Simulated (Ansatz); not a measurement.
# F− with Si2H6: structure and interaction energy

How do F− and Si2H6 sit together, how strongly do they interact, and which methods get it right?

Method: PBE0-D4 structure, single points in def2-TZVPPD; program: Ansatz 0.2.0, Gaussian basis.

Levels: PBE-D4, revPBE-D4, BLYP-D4, r2SCAN-D4, B97M-V, PBE0-D4, B3LYP-D4, HSE06-D4, wB97X-V, wB97M-V, B2PLYP, Hartree-Fock, MP2, CCSD, CCSD(T). The reference is CCSD(T) extrapolated to the basis limit.

Cores are frozen in the correlated methods. B3LYP uses VWN-RPA correlation. B2PLYP carries no dispersion term here.

163 further runs of the same task are left out: 163 set aside as unsound or not needed. Runs told in other sessions of the task aren't counted.

## (1) Where the work starts

The pair, from a GFN2-xTB docking trial: 9 atoms, charge -1, spin multiplicity 1.

Atoms are counted from 1 here; the program's logs count them from 0.

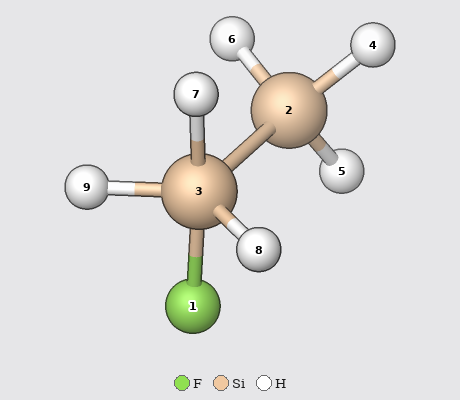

The starting geometry (fluorine green, silicon light orange, hydrogen white); atoms are numbered from 1 in the order of the file.

Coordinates:

```xyz
9

F    -0.7599   -0.1580   -1.9493
Si    0.1085    1.0400    0.6165
Si   -0.0747   -0.9352   -0.5100
H     1.3511    1.2247    1.3948
H     0.0684    2.3066   -0.1422
H    -0.9113    1.3064    1.6483
H     0.5305   -1.8372    0.6977
H     1.0645   -1.3085   -1.3772
H    -1.3772   -1.6388   -0.3787
```

Atoms 1 to 1 are fragment A (F−), the rest fragment B (Si2H6).

## (2) A first relaxation in a small basis

pre/in.yaml

```yaml
crystal:
  periodic: [false, false, false]
  atoms:
    - {symbol: F, position_ang: [-0.759900, -0.158000, -1.949300]}
    - {symbol: Si, position_ang: [0.108500, 1.040000, 0.616500]}
    - {symbol: Si, position_ang: [-0.074700, -0.935200, -0.510000]}
    - {symbol: H, position_ang: [1.351100, 1.224700, 1.394800]}
    - {symbol: H, position_ang: [0.068400, 2.306600, -0.142200]}
    - {symbol: H, position_ang: [-0.911300, 1.306400, 1.648300]}
    - {symbol: H, position_ang: [0.530500, -1.837200, 0.697700]}
    - {symbol: H, position_ang: [1.064500, -1.308500, -1.377200]}
    - {symbol: H, position_ang: [-1.377200, -1.638800, -0.378700]}
basis:
  gaussian: {orbitals: def2-SVPD}
total_charge: -1
hamiltonian: {xc: pbe, dispersion: d4}
relax: {f_tol: 0.03, max_steps: 250}
```

Launch:

```sh
$ ansatz run in.yaml --threads 4 --pin off --events-out ev --progress --plain --max-ram 9574MiB
```

The log of the run:

```text
Functional definition: PBE
  name "PBE"
  cite "Perdew, Burke & Ernzerhof, Phys. Rev. Lett. 77, 3865 (1996) doi:10.1103/PhysRevLett.77.3865"
  parent pbe
  parameter kappa = 0.804
  parameter beta = 0.06672455060314922
  exchange = pbe_x(kappa = kappa, mu = beta*pi^2/3)
  correlation = pbe_c(beta = beta)
1025 factors; their error is unknown
mean field evaluation 1: about -18551.1819 eV, gradient 2.6e1 eV
mean field evaluation 2: about -18549.0276 eV, gradient 4.5e1 eV
mean field evaluation 4: about -18553.2663 eV, gradient 1.7e0 eV
mean field evaluation 8: about -18553.2534 eV, gradient 2.2e-2 eV
mean field -18553.25336489 eV, -681.8194853129 hartree, gradient 1.0e-5 eV, S^2 0.000000; 0 other end points of the search recorded, 0 dependent functions left out
the calculation of the forces begins
reference -18553.25341466 eV, -681.8194871420 hartree; 22, 22 occupied and 97, 97 virtual orbitals, 1025 factors
relax step   1: F+E_penalty+E_count = -18553.45579372 eV  Δ(F+E_penalty+E_count) = +0.000e0 eV  max|allowed force component| = 1.053e0 eV/Å  Δτ_max = 0.0000 Å  (25 SCF iters, accepted)
these checks for a lower state are left out or cut short: starts, cluster_reference, orbital_swaps, neighbouring_geometries, increment
1025 factors; their error is unknown
mean field evaluation 16: about -18553.3611 eV, gradient 1.1e1 eV
mean field -18553.44987352 eV, -681.8267068717 hartree, gradient 8.4e-6 eV, S^2 0.000000; 0 other end points of the search recorded, 0 dependent functions left out
the calculation of the forces begins
reference -18553.44992504 eV, -681.8267087650 hartree; 22, 22 occupied and 97, 97 virtual orbitals, 1025 factors
relax step   2: F+E_penalty+E_count = -18553.65151502 eV  Δ(F+E_penalty+E_count) = -1.957e-1 eV  max|allowed force component| = 5.679e-1 eV/Å  Δτ_max = 0.1672 Å  (28 SCF iters, accepted)
these checks for a lower state are left out or cut short: starts, cluster_reference, orbital_swaps, neighbouring_geometries, increment
1025 factors; their error is unknown
mean field -18553.48572442 eV, -681.8280243681 hartree, gradient 1.6e-5 eV, S^2 0.000000; 0 other end points of the search recorded, 0 dependent functions left out
the calculation of the forces begins
reference -18553.48577554 eV, -681.8280262467 hartree; 22, 22 occupied and 97, 97 virtual orbitals, 1025 factors
relax step   3: F+E_penalty+E_count = -18553.68530063 eV  Δ(F+E_penalty+E_count) = -3.379e-2 eV  max|allowed force component| = 2.866e-1 eV/Å  Δτ_max = 0.1012 Å  (27 SCF iters, accepted)
these checks for a lower state are left out or cut short: starts, cluster_reference, orbital_swaps, neighbouring_geometries, increment
1025 factors; their error is unknown
mean field evaluation 32: about -18553.4864 eV, gradient 1.4e-1 eV
mean field -18553.48660205 eV, -681.8280566206 hartree, gradient 1.6e-5 eV, S^2 0.000000; 0 other end points of the search recorded, 0 dependent functions left out
the calculation of the forces begins
reference -18553.48665352 eV, -681.8280585119 hartree; 22, 22 occupied and 97, 97 virtual orbitals, 1025 factors
relax step   4: F+E_penalty+E_count = -18553.68633104 eV  Δ(F+E_penalty+E_count) = -1.030e-3 eV  max|allowed force component| = 1.224e-1 eV/Å  Δτ_max = 0.1428 Å  (28 SCF iters, accepted)
these checks for a lower state are left out or cut short: starts, cluster_reference, orbital_swaps, neighbouring_geometries, increment
1025 factors; their error is unknown
mean field -18553.50201114 eV, -681.8286228940 hartree, gradient 7.1e-6 eV, S^2 0.000000; 0 other end points of the search recorded, 0 dependent functions left out
the calculation of the forces begins
reference -18553.50206210 eV, -681.8286247667 hartree; 22, 22 occupied and 97, 97 virtual orbitals, 1025 factors
relax step   5: F+E_penalty+E_count = -18553.70157400 eV  Δ(F+E_penalty+E_count) = -1.524e-2 eV  max|allowed force component| = 4.757e-2 eV/Å  Δτ_max = 0.0834 Å  (28 SCF iters, accepted)
these checks for a lower state are left out or cut short: starts, cluster_reference, orbital_swaps, neighbouring_geometries, increment
1025 factors; their error is unknown
mean field -18553.50509056 eV, -681.8287360607 hartree, gradient 2.6e-5 eV, S^2 0.000000; 0 other end points of the search recorded, 0 dependent functions left out
the calculation of the forces begins
reference -18553.50514124 eV, -681.8287379233 hartree; 22, 22 occupied and 97, 97 virtual orbitals, 1025 factors
relax step   6: F+E_penalty+E_count = -18553.70421113 eV  Δ(F+E_penalty+E_count) = -2.637e-3 eV  max|allowed force component| = 6.888e-2 eV/Å  Δτ_max = 0.0794 Å  (27 SCF iters, accepted)
these checks for a lower state are left out or cut short: starts, cluster_reference, orbital_swaps, neighbouring_geometries, increment
1025 factors; their error is unknown
mean field -18553.50569675 eV, -681.8287583376 hartree, gradient 1.6e-5 eV, S^2 0.000000; 0 other end points of the search recorded, 0 dependent functions left out
the calculation of the forces begins
reference -18553.50574750 eV, -681.8287602026 hartree; 22, 22 occupied and 97, 97 virtual orbitals, 1025 factors
relax step   7: F+E_penalty+E_count = -18553.70519465 eV  Δ(F+E_penalty+E_count) = -9.835e-4 eV  max|allowed force component| = 5.387e-2 eV/Å  Δτ_max = 0.0335 Å  (28 SCF iters, accepted)
these checks for a lower state are left out or cut short: starts, cluster_reference, orbital_swaps, neighbouring_geometries, increment
1025 factors; their error is unknown
mean field evaluation 64: about -18553.5063 eV, gradient 1.6e-5 eV
mean field -18553.50628822 eV, -681.8287800738 hartree, gradient 1.6e-5 eV, S^2 0.000000; 0 other end points of the search recorded, 0 dependent functions left out
the calculation of the forces begins
reference -18553.50633908 eV, -681.8287819428 hartree; 22, 22 occupied and 97, 97 virtual orbitals, 1025 factors
relax step   8: F+E_penalty+E_count = -18553.70585161 eV  Δ(F+E_penalty+E_count) = -6.570e-4 eV  max|allowed force component| = 1.690e-2 eV/Å  Δτ_max = 0.0232 Å  (28 SCF iters, accepted)
1025 factors; their error is unknown
mean field -18553.50628822 eV, -681.8287800738 hartree, gradient 1.7e-5 eV, S^2 0.000000; 1 other end points of the search recorded, 0 dependent functions left out
the calculation of the forces begins
reference -18553.50633908 eV, -681.8287819428 hartree; 22, 22 occupied and 97, 97 virtual orbitals, 1025 factors
Total energy: -18553.70590247 eV, -681.8361157621 hartree
Atom 0 at    -0.614536    -0.110709    -2.076820 Å, force     0.009353    -0.007322     0.016899 eV/Å
Atom 1 at     0.110867     1.104448     0.612371 Å, force    -0.001511    -0.000082    -0.003009 eV/Å
Atom 2 at    -0.099697    -0.952551    -0.552120 Å, force    -0.010363     0.003711    -0.016317 eV/Å
Atom 3 at     1.504027     1.247947     1.207908 Å, force     0.001951     0.000040    -0.000928 eV/Å
Atom 4 at    -0.144786     2.453379    -0.046809 Å, force    -0.002264     0.009716     0.001504 eV/Å
Atom 5 at    -0.791715     1.121906     1.838044 Å, force     0.001962    -0.001656    -0.000596 eV/Å
Atom 6 at     0.358154    -1.602155     0.838235 Å, force    -0.001395    -0.002893    -0.003879 eV/Å
Atom 7 at     1.097581    -1.546550    -1.286376 Å, force     0.004482     0.000060     0.002500 eV/Å
Atom 8 at    -1.419994    -1.715716    -0.534533 Å, force    -0.002216    -0.001576     0.003825 eV/Å
Dipole moment:     0.023454     0.265150     0.131018 e Å
```

It took 10 s on 4 threads of Arm Neoverse V1, shared host.

Relaxation path:

```
step  energy from step 1 (eV)  largest force component (eV/Å)
   1                   0.0000                          1.0526
   2                  -0.1957                          0.5679
   3                  -0.2295                          0.2866
   4                  -0.2305                          0.1224
   5                  -0.2458                          0.0476
   6                  -0.2484                          0.0689
   7                  -0.2494                          0.0539
   8                  -0.2501                          0.0169
```

Close pairs (by a distance rule), those that changed most:

```
   bond  before (Å)  after (Å)  change (Å)
Si2–Si3       2.281      2.373      +0.092
 Si2–H6       1.475      1.522      +0.047
 Si2–H5       1.477      1.523      +0.046
 Si3–H8       1.480      1.525      +0.045
 Si2–H4       1.478      1.522      +0.044
 F1–Si3       1.773      1.816      +0.043
 Si3–H9       1.486      1.525      +0.039
 Si3–H7       1.624      1.601      -0.023
```

## (3) Relaxation at PBE0-D4

relax/in.yaml

```yaml
crystal:
  periodic: [false, false, false]
  atoms:
    - {symbol: F, position_ang: [-0.614536, -0.110709, -2.076820]}
    - {symbol: Si, position_ang: [0.110867, 1.104448, 0.612371]}
    - {symbol: Si, position_ang: [-0.099697, -0.952551, -0.552120]}
    - {symbol: H, position_ang: [1.504027, 1.247947, 1.207908]}
    - {symbol: H, position_ang: [-0.144786, 2.453379, -0.046809]}
    - {symbol: H, position_ang: [-0.791715, 1.121906, 1.838044]}
    - {symbol: H, position_ang: [0.358154, -1.602155, 0.838235]}
    - {symbol: H, position_ang: [1.097581, -1.546550, -1.286376]}
    - {symbol: H, position_ang: [-1.419994, -1.715716, -0.534533]}
basis:
  gaussian: {orbitals: def2-TZVPD}
total_charge: -1
hamiltonian: {xc: pbe0, dispersion: d4}
relax: {f_tol: 0.005, max_steps: 200}
```

Launch:

```sh
$ ansatz run in.yaml --threads 4 --pin off --events-out ev --progress --plain --max-ram 9574MiB
```

The log of the run:

```text
Functional definition: PBE0
  name "PBE0"
  cite "Adamo & Barone, J. Chem. Phys. 110, 6158 (1999) doi:10.1063/1.478522"
[... 2 set-up lines as earlier in the session ...]
  parameter a = 0.25
[... 2 set-up lines as earlier in the session ...]
  exchange = (1 - a)*pbe_x(kappa = kappa, mu = beta*pi^2/3) + a*exact_x
[... 1 set-up line as earlier in the session ...]
1095 factors; their error is unknown
mean field evaluation 1: about -18562.9982 eV, gradient 1.8e1 eV
mean field evaluation 2: about -18562.9536 eV, gradient 2.3e1 eV
mean field evaluation 4: about -18563.8193 eV, gradient 8.4e-1 eV
mean field evaluation 8: about -18563.8343 eV, gradient 1.1e-1 eV
mean field evaluation 16: about -18563.8344 eV, gradient 1.1e-5 eV
mean field -18563.83437120 eV, -682.2083301227 hartree, gradient 1.1e-5 eV, S^2 0.000000; 0 other end points of the search recorded, 0 dependent functions left out
the calculation of the forces begins
reference -18563.83441664 eV, -682.2083317925 hartree; 22, 22 occupied and 158, 158 virtual orbitals, 1095 factors
relax step   1: F+E_penalty+E_count = -18564.00311306 eV  Δ(F+E_penalty+E_count) = +0.000e0 eV  max|allowed force component| = 7.851e-1 eV/Å  Δτ_max = 0.0000 Å  (25 SCF iters, accepted)
these checks for a lower state are left out or cut short: starts, cluster_reference, orbital_swaps, neighbouring_geometries, increment
1095 factors; their error is unknown
mean field -18563.86725562 eV, -682.2095386029 hartree, gradient 1.3e-5 eV, S^2 0.000000; 0 other end points of the search recorded, 0 dependent functions left out
the calculation of the forces begins
reference -18563.86730098 eV, -682.2095402699 hartree; 22, 22 occupied and 158, 158 virtual orbitals, 1095 factors
relax step   2: F+E_penalty+E_count = -18564.03691151 eV  Δ(F+E_penalty+E_count) = -3.380e-2 eV  max|allowed force component| = 6.149e-1 eV/Å  Δτ_max = 0.0251 Å  (28 SCF iters, accepted)
these checks for a lower state are left out or cut short: starts, cluster_reference, orbital_swaps, neighbouring_geometries, increment
1095 factors; their error is unknown
mean field -18563.88814742 eV, -682.2103063622 hartree, gradient 1.5e-5 eV, S^2 0.000000; 0 other end points of the search recorded, 0 dependent functions left out
the calculation of the forces begins
reference -18563.88819266 eV, -682.2103080247 hartree; 22, 22 occupied and 158, 158 virtual orbitals, 1095 factors
relax step   3: F+E_penalty+E_count = -18564.05826556 eV  Δ(F+E_penalty+E_count) = -2.135e-2 eV  max|allowed force component| = 2.352e-1 eV/Å  Δτ_max = 0.0338 Å  (30 SCF iters, accepted)
these checks for a lower state are left out or cut short: starts, cluster_reference, orbital_swaps, neighbouring_geometries, increment
1095 factors; their error is unknown
mean field evaluation 32: about -18563.8726 eV, gradient 3.4e-2 eV
mean field -18563.88552771 eV, -682.2102100898 hartree, gradient 1.7e-5 eV, S^2 0.000000; 0 other end points of the search recorded, 0 dependent functions left out
the calculation of the forces begins
reference -18563.88557328 eV, -682.2102117645 hartree; 22, 22 occupied and 158, 158 virtual orbitals, 1095 factors
relax step   4: F+E_penalty+E_count = -18564.05534118 eV  Δ(F+E_penalty+E_count) = +2.924e-3 eV  max|allowed force component| = 3.195e-1 eV/Å  Δτ_max = 0.0805 Å  (28 SCF iters, rejected (line search))
these checks for a lower state are left out or cut short: starts, cluster_reference, orbital_swaps, neighbouring_geometries, increment
1095 factors; their error is unknown
mean field -18563.89127572 eV, -682.2104213254 hartree, gradient 1.3e-5 eV, S^2 0.000000; 0 other end points of the search recorded, 0 dependent functions left out
the calculation of the forces begins
reference -18563.89132104 eV, -682.2104229907 hartree; 22, 22 occupied and 158, 158 virtual orbitals, 1095 factors
relax step   5: F+E_penalty+E_count = -18564.06133774 eV  Δ(F+E_penalty+E_count) = -3.072e-3 eV  max|allowed force component| = 1.161e-1 eV/Å  Δτ_max = 0.0403 Å  (29 SCF iters, accepted)
these checks for a lower state are left out or cut short: starts, cluster_reference, orbital_swaps, neighbouring_geometries, increment
1095 factors; their error is unknown
mean field -18563.88086891 eV, -682.2100388819 hartree, gradient 1.4e-5 eV, S^2 0.000000; 0 other end points of the search recorded, 0 dependent functions left out
the calculation of the forces begins
reference -18563.88091440 eV, -682.2100405536 hartree; 22, 22 occupied and 158, 158 virtual orbitals, 1095 factors
relax step   6: F+E_penalty+E_count = -18564.05107396 eV  Δ(F+E_penalty+E_count) = +1.026e-2 eV  max|allowed force component| = 2.338e-1 eV/Å  Δτ_max = 0.0498 Å  (29 SCF iters, rejected (line search))
these checks for a lower state are left out or cut short: starts, cluster_reference, orbital_swaps, neighbouring_geometries, increment
1095 factors; their error is unknown
mean field -18563.89198824 eV, -682.2104475100 hartree, gradient 1.3e-5 eV, S^2 0.000000; 0 other end points of the search recorded, 0 dependent functions left out
the calculation of the forces begins
reference -18563.89203361 eV, -682.2104491770 hartree; 22, 22 occupied and 158, 158 virtual orbitals, 1095 factors
relax step   7: F+E_penalty+E_count = -18564.06213855 eV  Δ(F+E_penalty+E_count) = -8.008e-4 eV  max|allowed force component| = 9.916e-3 eV/Å  Δτ_max = 0.0110 Å  (29 SCF iters, accepted)
these checks for a lower state are left out or cut short: starts, cluster_reference, orbital_swaps, neighbouring_geometries, increment
1095 factors; their error is unknown
mean field evaluation 64: about -18563.8920 eV, gradient 1.1e-5 eV
mean field -18563.89201637 eV, -682.2104485435 hartree, gradient 1.1e-5 eV, S^2 0.000000; 0 other end points of the search recorded, 0 dependent functions left out
the calculation of the forces begins
reference -18563.89206173 eV, -682.2104502105 hartree; 22, 22 occupied and 158, 158 virtual orbitals, 1095 factors
relax step   8: F+E_penalty+E_count = -18564.06214900 eV  Δ(F+E_penalty+E_count) = -1.045e-5 eV  max|allowed force component| = 6.977e-3 eV/Å  Δτ_max = 0.0053 Å  (23 SCF iters, accepted)
these checks for a lower state are left out or cut short: starts, cluster_reference, orbital_swaps, neighbouring_geometries, increment
1095 factors; their error is unknown
mean field -18563.89201276 eV, -682.2104484109 hartree, gradient 1.2e-5 eV, S^2 0.000000; 0 other end points of the search recorded, 0 dependent functions left out
the calculation of the forces begins
reference -18563.89205812 eV, -682.2104500780 hartree; 22, 22 occupied and 158, 158 virtual orbitals, 1095 factors
relax step   9: F+E_penalty+E_count = -18564.06215876 eV  Δ(F+E_penalty+E_count) = -9.755e-6 eV  max|allowed force component| = 1.732e-3 eV/Å  Δτ_max = 0.0025 Å  (23 SCF iters, accepted)
1095 factors; their error is unknown
mean field -18563.89201276 eV, -682.2104484109 hartree, gradient 1.2e-5 eV, S^2 0.000000; 1 other end points of the search recorded, 0 dependent functions left out
the calculation of the forces begins
reference -18563.89205812 eV, -682.2104500780 hartree; 22, 22 occupied and 158, 158 virtual orbitals, 1095 factors
Total energy: -18564.06220412 eV, -682.2167028282 hartree
Atom 0 at    -0.589405    -0.167026    -2.064623 Å, force     0.000717    -0.001115     0.001732 eV/Å
Atom 1 at     0.107811     1.097497     0.605909 Å, force    -0.000056    -0.000078    -0.000173 eV/Å
Atom 2 at    -0.112549    -0.924546    -0.585652 Å, force    -0.000136     0.001045    -0.000114 eV/Å
Atom 3 at     1.497093     1.220723     1.170291 Å, force     0.000135     0.000050    -0.000120 eV/Å
Atom 4 at    -0.150842     2.457020     0.000735 Å, force    -0.000125    -0.000522    -0.000036 eV/Å
Atom 5 at    -0.771947     1.081168     1.826410 Å, force     0.000036    -0.000077     0.000120 eV/Å
Atom 6 at     0.333824    -1.526465     0.822390 Å, force    -0.000364     0.000443    -0.000821 eV/Å
Atom 7 at     1.094037    -1.541267    -1.251144 Å, force    -0.000306     0.000066    -0.000176 eV/Å
Atom 8 at    -1.408121    -1.697105    -0.524418 Å, force     0.000099     0.000187    -0.000412 eV/Å
Dipole moment:    -0.010029     0.295243     0.028376 e Å
```

Wall time 25 s (4 threads of Arm Neoverse V1, shared host).

Relaxation path: (the energy doesn't fall at every step)

| step | energy from step 1 (eV) | largest force component (eV/Å) |
| --- | --- | --- |
| 1 | 0.0000 | 0.7851 |
| 2 | -0.0338 | 0.6149 |
| 3 | -0.0552 | 0.2352 |
| 4 | -0.0522 | 0.3195 |
| 5 | -0.0582 | 0.1161 |
| 6 | -0.0480 | 0.2338 |
| 7 | -0.0590 | 0.0099 |
| 8 | -0.0590 | 0.0070 |
| 9 | -0.0590 | 0.0017 |

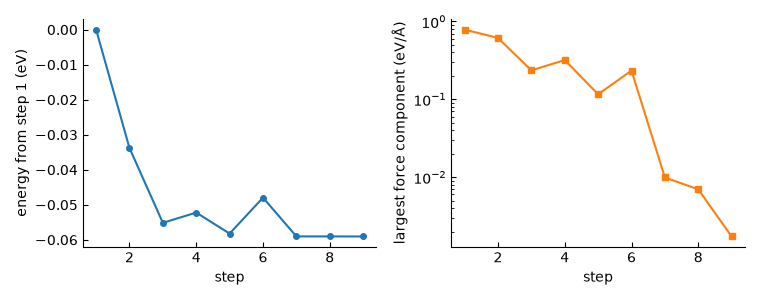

Energy and force, step by step.

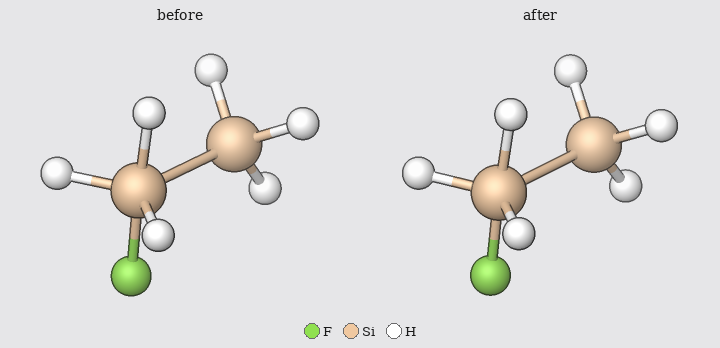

Before and after, at one scale.

Distances of close pairs at the start and the end, largest changes first:

```csv
bond,before (Å),after (Å),change (Å)
F1–Si3,1.816,1.729,-0.087
Si2–H6,1.522,1.505,-0.018
Si2–H4,1.522,1.505,-0.017
Si2–Si3,2.373,2.357,-0.016
Si3–H9,1.525,1.510,-0.015
Si3–H8,1.525,1.510,-0.015
Si2–H5,1.523,1.510,-0.013
Si3–H7,1.601,1.595,-0.006
```

The shortest distance between the fragments is F1–Si3, 1.73 Å.

Counterpoise needs three runs a level at this geometry: the pair (ab), and each fragment in the basis of the whole pair, with ghost atoms in place of the other (a, b).

(Part 1 of 3 ends here.)
